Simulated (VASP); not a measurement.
# Pb: Pb into a neighbouring Pb vacancy, part 2 of 4

Wanted: the minimum-energy path in Pb for this move: Pb into a neighbouring Pb vacancy.

VASP 6.6.1; PBEsol; plane waves and PAW (Pb).

So far. Step 2 (Relax the host): The run ended after 2 ionic steps, 0.001 eV below its first step, once forces and stress met EDIFFG = -0.02.

### 3. Relax the start

System of this step: Pb. The cell holds 31 atoms: 31 Pb. Its edges and angles: a = 9.844 Å, b = 9.844 Å, c = 9.844 Å, α = 90.0°, β = 90.0°, γ = 90.0°. It derives from Pb. Nearest the centre at fractional (0.625, 0.125, 0.000): Pb1 at 1.76 Å, Pb2 at 3.00 Å, Pb12 at 3.02 Å, Pb8 at 3.04 Å, Pb23 at 3.05 Å, Pb3 at 3.88 Å, Pb4 at 3.89 Å, Pb5 at 3.89 Å.

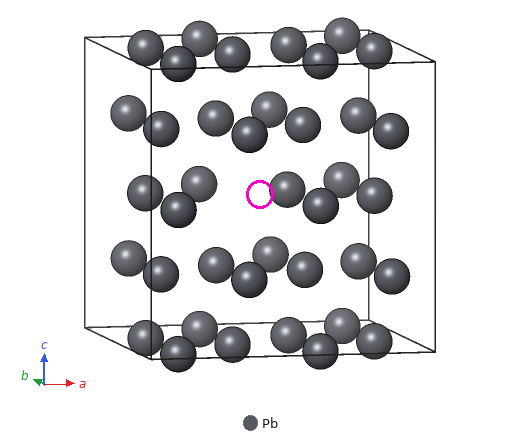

The cell of this step (lead dark grey). A ring marks the centre wherever it is empty. Some periodic images of atoms are drawn too.

A path needs two true minima; the start is relaxed with symmetry off.

INCAR

```
SYSTEM = Pb
PREC = Normal
ENCUT = 280
EDIFF = 1E-05
NELM = 120
ISMEAR = 1
SIGMA = 0.15
LREAL = Auto
ALGO = Fast
GGA = PS
NBANDS = 84
LORBIT = 11
LWAVE = .FALSE.
LCHARG = .FALSE.
KPAR = 6
LASPH = .TRUE.
IBRION = 2
NSW = 60
ISIF = 2
EDIFFG = -0.05
POTIM = 0.4
MAXMIX = 40
ISYM = 0
```

POSCAR

```
Pb
1.0
    9.8443389664      0.0000000000      0.0000000000
    0.0000000000      9.8443389664      0.0000000000
    0.0000000000      0.0000000000      9.8443389664
Pb
31
Direct
    0.7507020973      0.2516692195      0.0006713241
    0.7473524739      0.0018393431      0.2509068655
   -0.0010908873      0.0011806138      0.0007406742
    0.2505975668      0.2500577433      0.0011107155
    0.4985038019      0.4996690282     -0.0009794854
    0.7512166306      0.7500807004     -0.0005941623
    0.2484114556     -0.0005225181      0.2500165419
    0.4994400784      0.2526290517      0.2520452858
    0.7444919359      0.4961622345      0.2496449287
    0.4991422676      0.0004340423      0.5004415166
    0.7543026531      0.2477407914      0.4992328484
    0.7541501448      0.0013138576      0.7513470958
   -0.0010442679      0.4966517301      0.0003402255
    0.2502214757      0.7475064815     -0.0013880600
   -0.0001463657      0.2480806195      0.2498003523
    0.2501939857      0.5000722979      0.2489714055
    0.5012062731      0.7518105166      0.2506518433
   -0.0016623366      0.0014864427      0.4989812622
    0.2517861242      0.2478225305      0.5018578540
    0.4999592386      0.4974630112      0.4993622741
    0.7501099155      0.7505542096      0.4980045626
    0.2477502338      0.0004054808      0.7490517401
    0.5004784590      0.2515430585      0.7466502832
    0.7505168211      0.5024880228      0.7493955372
   -0.0016472708      0.7515282770      0.2505149081
    0.0018200980      0.4992986513      0.4969895017
    0.2497764994      0.7490942446      0.5015751669
    0.0003933892      0.2466867268      0.7475718774
    0.2517955274      0.5013810272      0.7486992659
    0.4999978692      0.7509052381      0.7509516217
    0.0017801951      0.7505210825      0.7498073444
```

KPOINTS

```
Automatic mesh
0
Monkhorst-Pack
2 2 2
0 0 0
```

Potentials, in the order of the species: Pb (PBE family, release 64).

Started as:

```
$ mpirun -np 6 vasp_std
```

The log of the run:

```text
[banner, memory and clock lines left out]
running    6 mpi-ranks, on    1 nodes
 distrk:  each k-point on    1 cores,    6 groups
 distr:  one band on    1 cores,    1 groups

 POSCAR found type information on POSCAR Pb
 POSCAR found :  1 types and      31 ions
 [... a notice as in an earlier step ...]

 [... a notice as in an earlier step ...]

 LDA part: xc-table for (Slater+PW92), standard interpolation
 POSCAR, INCAR and KPOINTS ok, starting setup
 FFT: planning ... GRIDC
 FFT: planning ... GRID_SOFT
 FFT: planning ... GRID
 WAVECAR not read
 entering main loop
       N       E                     dE             d eps       ncg     rms          rms(c)
DAV:   1     0.388653779418E+03    0.38865E+03   -0.26970E+04   672   0.686E+02
DAV:   2    -0.718434548941E+02   -0.46050E+03   -0.44035E+03   756   0.129E+02
DAV:   3    -0.120812810969E+03   -0.48969E+02   -0.47392E+02   872   0.464E+01
DAV:   4    -0.122324739639E+03   -0.15119E+01   -0.14860E+01   848   0.853E+00
DAV:   5    -0.122362005003E+03   -0.37265E-01   -0.37183E-01   880   0.149E+00    0.278E+01
RMM:   6    -0.121972731672E+03    0.38927E+00   -0.24238E-01   674   0.862E-01    0.167E+01
RMM:   7    -0.121814676375E+03    0.15806E+00   -0.44955E-01   672   0.121E+00    0.130E+00
RMM:   8    -0.121812348205E+03    0.23282E-02   -0.74872E-02   691   0.669E-01    0.702E-01
RMM:   9    -0.121814475797E+03   -0.21276E-02   -0.20213E-02   763   0.282E-01    0.516E-01
RMM:  10    -0.121813980498E+03    0.49530E-03   -0.38099E-03   676   0.125E-01    0.152E-01
RMM:  11    -0.121814069701E+03   -0.89203E-04   -0.89097E-04   708   0.716E-02    0.103E-01
RMM:  12    -0.121814075086E+03   -0.53849E-05   -0.25485E-04   739   0.317E-02    0.811E-02
RMM:  13    -0.121814063077E+03    0.12009E-04   -0.36381E-05   530   0.124E-02    0.746E-02
RMM:  14    -0.121814035461E+03    0.27616E-04   -0.73727E-05   651   0.192E-02    0.344E-02
RMM:  15    -0.121814030477E+03    0.49834E-05   -0.11426E-05   414   0.789E-03
   1 F= -.12181403E+03 E0= -.12179557E+03  d E =-.121814E+03
 curvature:   0.00 expect dE= 0.000E+00 dE for cont linesearch  0.000E+00
 trial: gam= 0.00000 g(F)=  0.180E-01 g(S)=  0.000E+00 ort = 0.000E+00 (trialstep = 0.100E+01)
 search vector abs. value=  0.180E-01
 bond charge predicted
       N       E                     dE             d eps       ncg     rms          rms(c)
DAV:   1    -0.121829939542E+03   -0.15904E-01   -0.13180E-01   784   0.824E-01    0.241E-01
RMM:   2    -0.121830958525E+03   -0.10190E-02   -0.11515E-02   672   0.229E-01    0.917E-02
RMM:   3    -0.121831158577E+03   -0.20005E-03   -0.17743E-03   725   0.864E-02    0.564E-02
RMM:   4    -0.121831172042E+03   -0.13465E-04   -0.24463E-04   732   0.334E-02    0.512E-02
RMM:   5    -0.121831169290E+03    0.27522E-05   -0.53554E-05   557   0.155E-02
   2 F= -.12183117E+03 E0= -.12181302E+03  d E =-.171388E-01
[...]
3 F= -.12187274E+03 E0= -.12185555E+03  d E =-.587132E-01
[...]
4 F= -.12190589E+03 E0= -.12189088E+03  d E =-.918581E-01
[...]
5 F= -.12191723E+03 E0= -.12190383E+03  d E =-.113391E-01
 ZBRENT: can't locate minimum, use default step
 trial-energy change:   -0.011339  1 .order   -0.011400   -0.012715   -0.010086
 step:  11.2000(harm= 13.5414)  dis= 0.03231  next Energy=  -121.936635 (dE=-0.307E-01)
 bond charge predicted
       N       E                     dE             d eps       ncg     rms          rms(c)
DAV:   1    -0.121907767674E+03    0.94593E-02   -0.28472E+00   672   0.391E+00    0.134E+00
RMM:   2    -0.121929393295E+03   -0.21626E-01   -0.24367E-01   672   0.107E+00    0.284E-01
RMM:   3    -0.121933409062E+03   -0.40158E-02   -0.34676E-02   713   0.395E-01    0.208E-01
RMM:   4    -0.121933754535E+03   -0.34547E-03   -0.50304E-03   748   0.149E-01    0.132E-01
RMM:   5    -0.121933746547E+03    0.79886E-05   -0.10180E-03   764   0.689E-02    0.720E-02
RMM:   6    -0.121933752651E+03   -0.61045E-05   -0.23301E-04   745   0.310E-02    0.646E-02
RMM:   7    -0.121933748883E+03    0.37682E-05   -0.43893E-05   561   0.134E-02
   6 F= -.12193375E+03 E0= -.12192445E+03  d E =-.278603E-01
 curvature:  -8.35 expect dE=-0.757E-02 dE for cont linesearch -0.587E-04
 trial: gam=-0.00779 g(F)=  0.906E-03 g(S)=  0.000E+00 ort = 0.203E-03 (trialstep = 0.448E+01)
 search vector abs. value=  0.903E-03
 reached required accuracy - stopping structural energy minimisation
```

The job ended after 71 s (6 MPI ranks of Intel Xeon Platinum 8559C (Emerald Rapids), shared host; peak memory 1.9 GiB).

OUTCAR, selected parts (step 3):

```text
 Found      4 irreducible k-points:

   k-points           NKPTS =      4   k-points in BZ     NKDIM =      4   number of bands    NBANDS=     84

   dimension x,y,z NGX =    40 NGY =   40 NGZ =   40
   dimension x,y,z NGXF=    80 NGYF=   80 NGZF=   80

   ENCUT  =  280.0 eV  20.58 Ry    4.54 a.u.  13.43 13.43 13.43*2*pi/ulx,y,z

   NELECT =     124.0000    total number of electrons

 E-fermi :   4.5772

 k-point     1 :       0.2500    0.2500    0.2500
  band No.  band energies     occupation
    ...
     58       4.3042      2.02737
     59       4.3827      2.06948
     60       4.3897      2.07073
     61       4.5186      1.60848
     62       4.5247      1.55338
     63       4.6302      0.44103
     64       4.6475      0.29484
     65       4.7425     -0.06551
     66       4.9202     -0.00569
     67       5.0282     -0.00018
    ...

 k-point     2 :      -0.2500    0.2500    0.2500
  band No.  band energies     occupation
    ...
     58       4.3024      2.02649
     59       4.3819      2.06928
     60       4.3923      2.07090
     61       4.5204      1.59274
     62       4.5240      1.56042
     63       4.6352      0.39591
     64       4.6425      0.33438
     65       4.7416     -0.06492
     66       4.9161     -0.00632
     67       5.0307     -0.00016
    ...

  Total       -3.0304433     -3.0091827     -3.1110715      0.0468523      0.0029663     -0.0754976
  in kB       -5.0892884     -5.0535836     -5.2246944      0.0786831      0.0049815     -0.1267896
  external PRESSURE =      -5.1225222 kB  Pullay stress =       0.0000000 kB

  energy-cutoff  :      280.00
  volume of cell :      954.02
      direct lattice vectors                 reciprocal lattice vectors
     9.844338966  0.000000000  0.000000000     0.101581224  0.000000000  0.000000000
     0.000000000  9.844338966  0.000000000     0.000000000  0.101581224  0.000000000
     0.000000000  0.000000000  9.844338966     0.000000000  0.000000000  0.101581224

 POSITION                                       TOTAL-FORCE (eV/Angst)
 -----------------------------------------------------------------------------------
      7.31568      2.41241      9.83927         0.025584      0.016151      0.014582
      7.30283      0.00699      2.39115         0.010855      0.005543      0.019730
      9.84109      0.00342      0.01014        -0.006175      0.003453      0.002784
      2.53485      2.39671      0.00218        -0.030443      0.009771      0.001267
      4.91828      4.93311      9.83184         0.002590      0.002390     -0.003615
      7.32209      7.44456      9.84280         0.018763     -0.010563     -0.002786
      2.51401      9.82524      2.40154        -0.019189      0.013553      0.023154
      4.90575      2.40317      2.40443         0.011040      0.014968      0.022846
      7.34512      4.92565      2.43535        -0.018639     -0.007939     -0.020473
      4.92054      9.84338      4.93475         0.006397      0.008158     -0.001828
      7.36924      2.44949      4.92575        -0.027353     -0.029997     -0.003829
      7.34744      0.00531      7.45675         0.008941     -0.001238     -0.037773
      9.84278      4.90139      9.83791         0.004924     -0.007259     -0.009973
      2.51307      7.42979      9.83848        -0.016267     -0.014755     -0.006178
      9.84182      2.43245      2.43126        -0.006798     -0.024276     -0.010666
      2.47788      4.92239      2.42897         0.019410     -0.009119     -0.015998
      4.91751      7.43971      2.39143         0.001602     -0.011068      0.021154
      0.00049      9.82624      4.91278         0.003668     -0.006048     -0.001507
      2.48400      2.43111      4.92090         0.026418     -0.022053     -0.003984
      4.93150      4.92243      4.92159         0.003880     -0.005445     -0.007440
      7.35353      7.41152      4.91050        -0.011562      0.023390      0.015597
      2.52494      9.84209      7.45065        -0.014032     -0.003470     -0.023418
      4.93544      2.40109      7.43636        -0.003430      0.010374     -0.024428
      7.38184      4.93584      7.39251        -0.027103      0.002101      0.022805
      9.82219      7.39946      2.43706         0.001949      0.021956     -0.018852
      0.00442      4.92408      4.91021         0.002395      0.000042     -0.001130
      2.48360      7.40235      4.91593         0.019611      0.022368      0.014888
      0.00935      2.44030      7.40480        -0.003919     -0.029774      0.025221
      2.49613      4.91764      7.40353         0.016273      0.010578      0.019505
      4.92763      7.45619      7.45231        -0.002502     -0.012032     -0.027776
      0.00719      7.39979      7.40555         0.003114      0.030241      0.018124
 -----------------------------------------------------------------------------------
    total drift:                                0.012250     -0.012367     -0.016337

  FREE ENERGIE OF THE ION-ELECTRON SYSTEM (eV)
  ---------------------------------------------------
  free  energy   TOTEN  =      -121.9337488830 eV

  energy  without entropy=     -121.9058667510  energy(sigma->0) =     -121.92445484

 total charge
# of ion       s       p       d       tot
------------------------------------------
    1        1.727   1.343   0.075   3.145
    2        1.727   1.340   0.075   3.141
    3        1.740   1.367   0.081   3.189
    4        1.726   1.343   0.075   3.144
    5        1.740   1.369   0.082   3.191
    6        1.726   1.346   0.076   3.148
    7        1.726   1.342   0.075   3.144
    8        1.726   1.342   0.075   3.143
    9        1.733   1.331   0.076   3.140
   10        1.740   1.365   0.081   3.186
   11        1.733   1.327   0.075   3.135
   12        1.727   1.342   0.075   3.144
   13        1.718   1.300   0.081   3.098
   14        1.726   1.345   0.076   3.148
   15        1.733   1.329   0.075   3.137
   16        1.734   1.329   0.076   3.138
   17        1.726   1.345   0.076   3.147
   18        1.717   1.297   0.080   3.095
   19        1.733   1.328   0.075   3.136
   20        1.717   1.299   0.080   3.096
   21        1.733   1.331   0.076   3.140
   22        1.726   1.341   0.075   3.143
   23        1.726   1.343   0.075   3.144
   24        1.734   1.330   0.076   3.139
   25        1.733   1.331   0.076   3.140
   26        1.729   1.336   0.074   3.140
   27        1.733   1.329   0.075   3.137
   28        1.733   1.329   0.075   3.138
   29        1.733   1.330   0.075   3.139
   30        1.727   1.341   0.075   3.143
   31        1.733   1.329   0.075   3.138
--------------------------------------------------
tot         53.620  41.398   2.368  97.386

[... 1 part as in an earlier step ...]

[... 5 further parts left out ...]
```

Relaxation path:

```csv
step,energy less that of the first step (eV),largest force (eV/Å)
1,0.0000,0.2211
2,-0.0171,0.1983
3,-0.0587,0.1541
4,-0.0919,0.1029
5,-0.1032,0.0861
6,-0.1197,0.0408
```

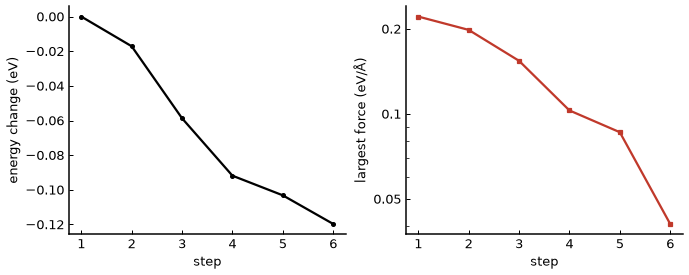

Energy and largest force along the relaxation.

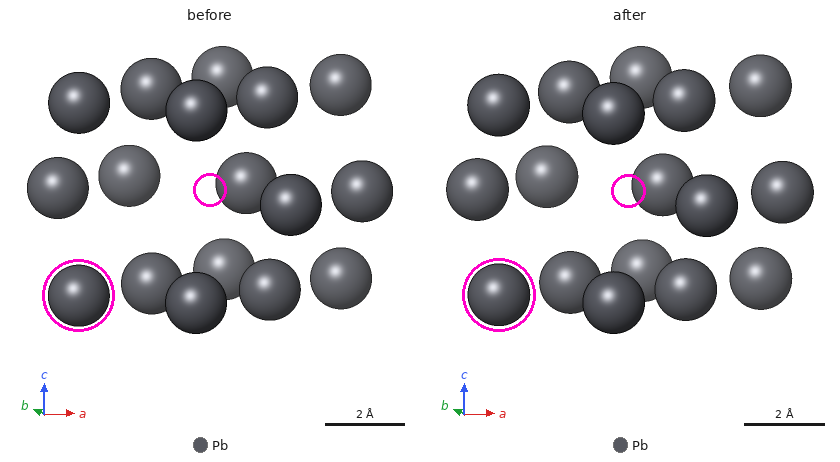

Before and after: the atoms that start within 5 Å of the centre. Pb22, which moves most, is ringed if it is among them. A ring with no atom in it marks the empty centre.

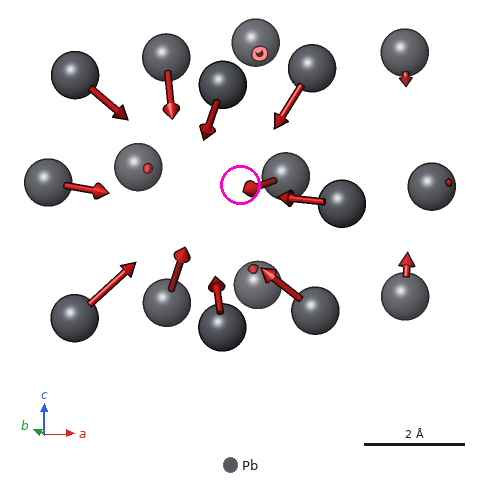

Displacements in the relaxation near the centre, exaggerated; the longest in the cell stands for 0.12 Å. A ring marks the centre wherever it is empty.

The atoms that moved most (Å):

| atom | dx | dy | dz | length |
| --- | --- | --- | --- | --- |
| Pb22 | 0.086 | -0.006 | 0.077 | 0.115 |
| Pb23 | 0.009 | -0.075 | 0.086 | 0.115 |
| Pb8 | -0.011 | -0.084 | -0.077 | 0.114 |
| Pb1 | -0.074 | -0.065 | -0.012 | 0.100 |
| Pb12 | -0.077 | -0.008 | 0.060 | 0.098 |
| Pb2 | -0.054 | -0.011 | -0.079 | 0.096 |
| Pb6 | -0.073 | 0.061 | 0.004 | 0.095 |
| Pb4 | 0.068 | -0.065 | -0.009 | 0.094 |

Final coordinates:

```xyz
31
Lattice="9.8443 0.0000 0.0000 0.0000 9.8443 0.0000 0.0000 0.0000 9.8443" Properties=species:S:1:pos:R:3 pbc="T T T"
Pb    7.3157    2.4124   -0.0051
Pb    7.3028    0.0070    2.3911
Pb   -0.0032    0.0034    0.0101
Pb    2.5348    2.3967    0.0022
Pb    4.9183    4.9331   -0.0125
Pb    7.3221    7.4446   -0.0015
Pb    2.5140   -0.0191    2.4015
Pb    4.9057    2.4032    2.4044
Pb    7.3451    4.9257    2.4354
Pb    4.9205   -0.0010    4.9348
Pb    7.3692    2.4495    4.9257
Pb    7.3474    0.0053    7.4568
Pb   -0.0016    4.9014   -0.0064
Pb    2.5131    7.4298   -0.0059
Pb   -0.0025    2.4325    2.4313
Pb    2.4779    4.9224    2.4290
Pb    4.9175    7.4397    2.3914
Pb    0.0005   -0.0181    4.9128
Pb    2.4840    2.4311    4.9209
Pb    4.9315    4.9224    4.9216
Pb    7.3535    7.4115    4.9105
Pb    2.5249   -0.0022    7.4507
Pb    4.9354    2.4011    7.4364
Pb    7.3818    4.9358    7.3925
Pb   -0.0221    7.3995    2.4371
Pb    0.0044    4.9241    4.9102
Pb    2.4836    7.4023    4.9159
Pb    0.0094    2.4403    7.4048
Pb    2.4961    4.9176    7.4035
Pb    4.9276    7.4562    7.4523
Pb    0.0072    7.3998    7.4055
```

Numbers from this step:

```yaml
electronic_cycles: 49
electrons: 124
free_energy_toten: -121.9337 eV
energy_at_zero_smearing: -121.9245 eV
fermi_energy: 4.577 eV
```

The run ended after 6 ionic steps, 0.120 eV below its first step, once the forces on the free atoms met EDIFFG = -0.05.

A spacing of under 0.3 eV between levels on this mesh is not given as a gap, since the run was smeared as a metal.

(Continued in part 3 of 4.)

[Lines on the potential files, build, host, timing and source positions are cut from VASP's logs without a mark.]

[Logs are printed without paths, hosts, clocks, repeated set-up lines and the standing remarks that a program may print on its own settings, such as how far it seeks lower states.]

[Hosts, paths, dates, database ids (printed as entryN), source tags and the programs' standing remarks are cut or masked in the printed files.]

[Runs that stopped without an error message from VASP are left out.]
